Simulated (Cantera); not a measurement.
A closed system holds: 1 mol SiH4, 1.8 mol O3, a varied amount of H2, equilibrated at 1102 °C and 0.0133 bar.

These are equilibrium values from Cantera (NASA tables, ideal gas, pure condensed phases), not measurements of a reactor. Candidate condensed phases: H2O, Si, SiO2; 18 gas species. The tables hold silica as quartz up to 1696 K and as liquid above; real silica turns to tridymite and cristobalite and melts near 1996 K. Gases not in the tables: Si(OH)4. Kinetics and transport are ignored.

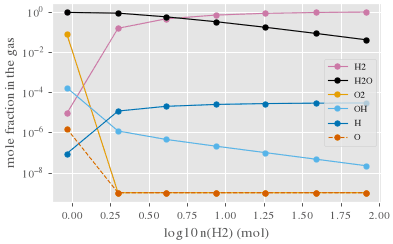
Figure: Equilibrium gas composition (values under 1e-9 drawn at 1e-9)

From 0.93 mol H2 to 82 mol H2 the condensed part is SiO2(β-quartz).
